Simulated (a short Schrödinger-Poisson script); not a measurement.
System: MOS inversion layer, Si3N4 on p-type Si(100), at 150 K.

| layer | material | thickness (nm) | Na (cm⁻³) |
|---|---|---|---|
| 1 | Si3N4 | 4.2 | - |
| 2 | Si | 240 | 3.3e18 |

Constants are typed, rounded textbook-type inputs, not results; the design itself was drawn at random and stands for no fabricated device. Si3N4: permittivity 7.5, conduction-band edge (eV) 1.95, gap (eV) 5.1, electron mass (mₑ) 0.5. Si: permittivity 11.7, conduction-band edge (eV) 0, gap (eV) 1.124, Nv at 300 K (cm⁻³) 3.1e19.

Channel valleys (confinement mass, in-plane density-of-states mass, number): Δ2 0.916, 0.19, 2; Δ4 0.19, 0.417, 4. At the gate the conduction-band edge of layer 1 lies 2.42 eV − eVg above the Fermi level of the channel; the field vanishes at the back. Gaps are held at their typed values at every temperature. Mesh 0.03 nm at interfaces.

Solved with a short Schrödinger-Poisson script written for these runs: 1D Poisson equation in equilibrium, electrons quantum, Hartree (BenDaniel-Duke, 12 states a valley, the channel's in-plane mass for all, wave functions ending at the dielectric), parabolic valleys, classical holes, full ionisation, no traps, pinning or gate leakage.

Only gate voltages with over 1e8 electrons/cm² are shown.

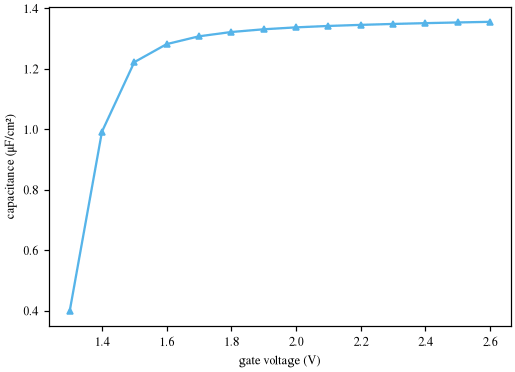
*Quasi-static capacitance against gate voltage*

```
Vg (V)  electrons (cm⁻²)  C (μF/cm²)  Δ2 E0 (meV)  Δ2 E1 (meV)  Δ4 E0 (meV)  Δ4 E1 (meV)
------  ----------------  ----------  -----------  -----------  -----------  -----------
1.3               4.69e9       0.397         78.6        210.0        199.8        411.2
1.4              2.54e11       0.992         26.2        160.4        150.1        365.6
1.5              9.15e11        1.22          7.5        143.8        133.8        350.9
1.6              1.68e12        1.28         -3.0        135.3        125.6        343.7
1.7              2.47e12        1.31        -11.0        129.3        119.9        338.8
1.8              3.28e12        1.32        -17.7        124.3        115.3        334.8
1.9              4.10e12        1.33        -23.9        119.9        111.2        331.4
2                4.92e12        1.34        -29.8        115.8        107.4        328.2
2.1              5.75e12        1.34        -35.4        111.9        103.8            -
2.2              6.58e12        1.35        -40.9        108.1        100.3            -
2.3              7.41e12        1.35        -46.3        104.4         96.9            -
2.4              8.25e12        1.35        -51.7            -            -            -
2.5              9.08e12        1.35            -            -            -            -
2.6              9.92e12        1.36            -            -            -            -
```

Subbands count from the Fermi level; a dash marks a level above the dielectric's band edge.
